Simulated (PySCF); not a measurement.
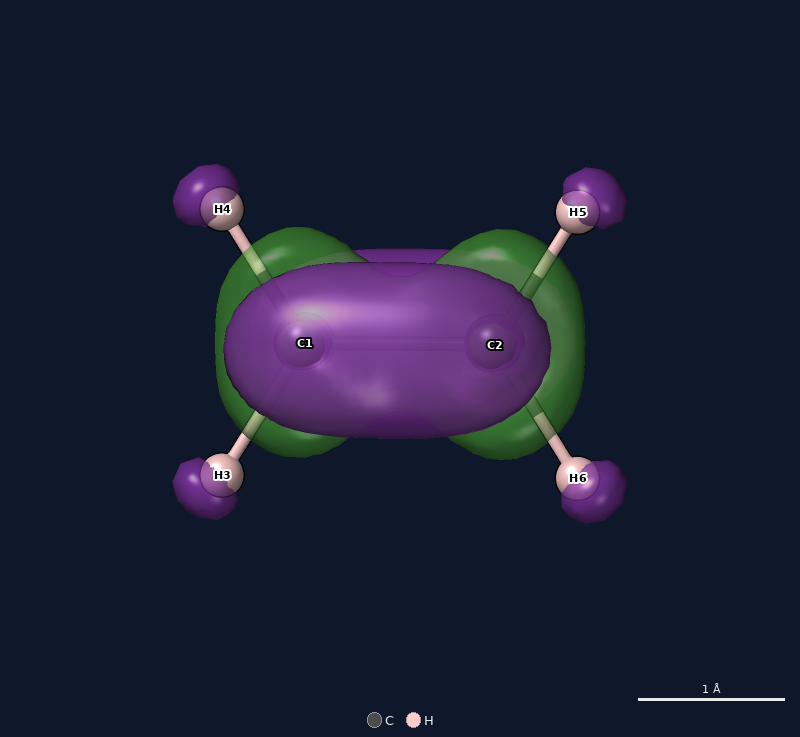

C$_{2}$H$_{4}$, SMILES `C=C`. Fukui function f⁻ = ρ(N) − ρ(N−1) at fixed geometry, surfaces at ±0.06 e/Å³ (purple positive, green negative).

Computed with PySCF, ωB97X/6-311+G**, geometry: GFN2-xTB. No frequency check shows the geometry to be a minimum.

**On which atoms does the density change most on removal of an electron?**

f⁻ (Hirshfeld-condensed) is largest on C1 and C2 (0.31 each); the vertical ionisation energy is 10.56 eV. Condensed values hint at sites of electrophilic attack but needn't mark the atom that reacts. Orbital relaxation makes it negative in places (0.17 e in all).

```csv
atom,f⁻,charge
C1,+0.31,−0.10
C2,+0.31,−0.10
H3,+0.10,+0.05
H4,+0.10,+0.05
H5,+0.10,+0.05
H6,+0.10,+0.05
```

Cost of the run: 15 s on 1 thread of AMD EPYC 9R45 96-Core Processor (Zen 5), with other jobs on the host, peak memory 0.39 GiB.
